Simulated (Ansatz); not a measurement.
ClF₂H₃O₃Si₂ (SMILES O[SiH](Cl)O[Si](O)(F)F)

```xyz
11

O    -0.2618   -1.9657   -0.8214
Si   -1.2328   -1.1326    0.1735
Cl   -0.9793   -1.7126    2.1179
O    -0.9018    0.4702    0.1061
Si    0.3886    1.4108   -0.0109
O     1.6580    0.4580   -0.3448
F     0.1691    2.4883   -1.1372
F     0.6296    2.2198    1.3185
H     0.6767   -1.7570   -0.8004
H    -2.6227   -1.3648   -0.2269
H     2.5416    0.8288   -0.3537
```

Geometry: PBE0-D4/def2-TZVP.

The calculation used RKS PBE0-D4/def2-TZVPP (Ansatz).

**Predict the electron density and electron localisation function between the atoms.**

Si–O (1.60 Å): ρ at the midpoint is about 1.3 e/Å³; the ELF peaks at about 0.85 between the atoms: a polar covalent bond.
O–H (0.96 Å): ρ is about 3.8 e/Å³ halfway; the ELF climbs to about 1 towards the hydrogen, as it does in any bond to H; an ordinary covalent bond to hydrogen.

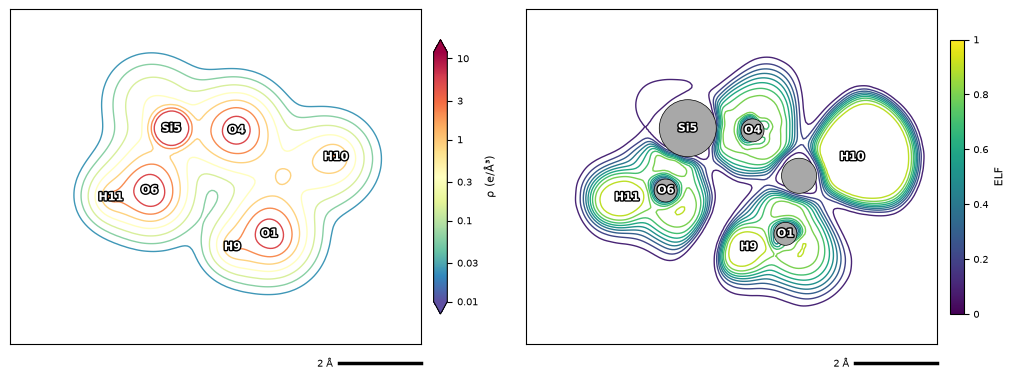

Computed electron density and electron localisation function on the plane of atoms Si5, O6 and H11, in this order. Grey discs cover the atomic cores in the ELF map. 
